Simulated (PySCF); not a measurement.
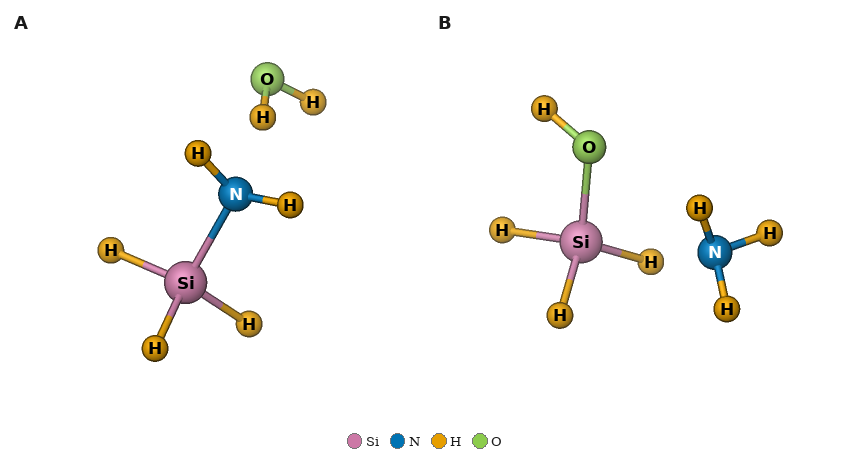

2 stationary structures of one formula. Geometries: PBE0-D4/def2-TZVP. Electronic energies: CCSD(T)/CBS (MP2 limit from def2-TZVPP and def2-QZVPP plus CCSD(T) − MP2) (PySCF 2.14.0), without zero-point energy. No frequency run is at hand to confirm each as a minimum. Each is one conformer, not always the lowest.

Which is lowest in energy, and by how much?

B is lowest; A lies 7.3 kcal/mol above it.
